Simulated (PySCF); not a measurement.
**C$_{5}$H$_{11}$OSi (SMILES C=C(CC)CO[SiH2]) (doublet): density, localisation and related maps**

```xyz
18

C    -0.2962   -2.0486    0.8482
C    -0.2103   -0.8662    0.2583
C    -1.3029   -0.3109   -0.6118
C    -2.1261    0.7535    0.1158
C     1.0002    0.0079    0.4177
O     1.5328    0.3288   -0.8546
Si    2.7792    1.2905   -1.2110
H    -1.1665   -2.6727    0.7348
H     0.4918   -2.4373    1.4715
H    -0.8497    0.1306   -1.5018
H    -1.9633   -1.1216   -0.9244
H    -2.5538    0.3433    1.0282
H    -2.9365    1.0982   -0.5222
H    -1.5097    1.6098    0.3784
H     0.7303    0.9387    0.9337
H     1.7650   -0.5019    1.0139
H     4.0542    0.7863   -0.7179
H     2.5529    2.6779   -0.8215
```

Geometry: GFN2-xTB.

Computed with PySCF, UKS B3LYP, pcH-1 on C H O Si, non-relativistic, mean-field spin-orbit, GIAO.

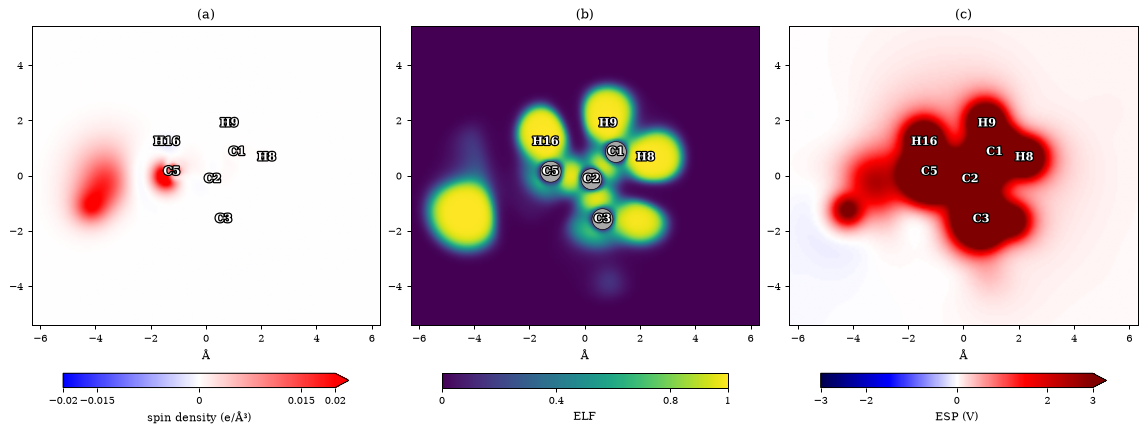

Figure 1. (a) spin density; (b) ELF; (c) electrostatic potential on the plane of atoms C2, C5 and H16. Grey discs cover the atomic cores in the ELF map.

Interpret the plot.

Atoms in the plane: C and H. C–C (1.32 Å): the ELF peaks at about 0.95 between the atoms: a multiple bond. C–H (1.08 Å): the ELF climbs to about 1 towards the hydrogen, as it does in any bond to H; an ordinary covalent bond to hydrogen. C–C (1.50 Å): the ELF peaks at about 0.95 between the atoms (a shared electron pair). The unpaired spin (1 electron) lies mostly on Si7 (about 0.8), in electrons by Hirshfeld's partition. The potential has no marked negative region in this plane.

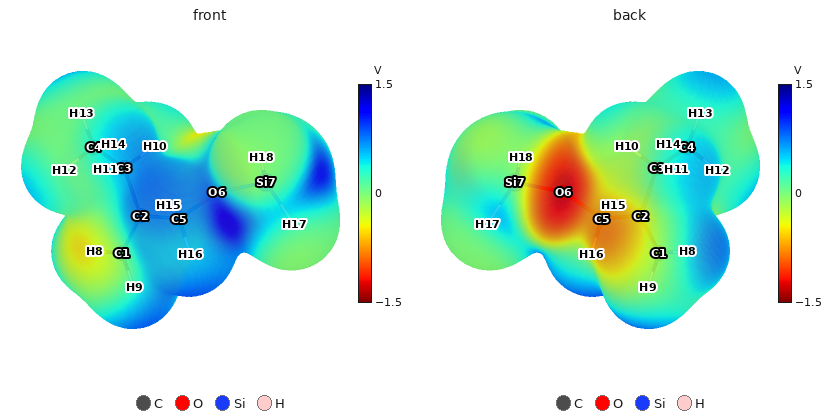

Figure 2. The molecular electrostatic potential painted on the density surface at 0.002 e/bohr³, seen from the front and from behind; red is negative and blue positive.

Which sites attract a positive test charge, and which a negative one?

A positive charge is drawn to the negative regions and a negative charge to the positive ones. The most negative region (about −1.2 V) lies over O6, the most positive (about +1.1 V) over Si7. O6 is the likeliest acceptor of a hydrogen bond.
